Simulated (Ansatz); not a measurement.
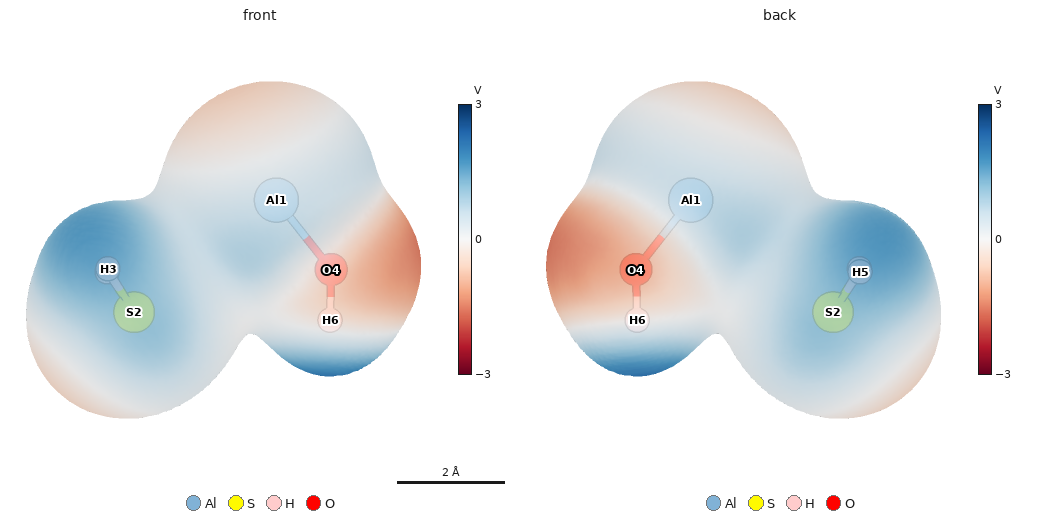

AlHO···H$_{2}$S. The electrostatic potential painted on the density surface at 0.002 e/bohr³, seen from the front and from behind; the colour scale runs from red (negative) to blue (positive).

The product side of a reaction path; geometry: PBE0-D4/def2-TZVP.

Method: RKS PBE0-D4/def2-TZVPP (Ansatz).

```xyz
6

Al   -0.9452   -0.0286    1.5386
S     1.3078    0.4404   -0.9575
H     1.6894    1.5363   -0.2839
O    -2.0392   -0.7194    0.4388
H     2.1213   -0.3492   -0.2395
H    -2.1340   -0.8794   -0.4965
```

Q: Describe the electrostatic potential map.

A: The most negative region (about −1.5 V) lies over O4, the most positive (about +2.1 V) over H6. O4 is the likeliest acceptor of a hydrogen bond.
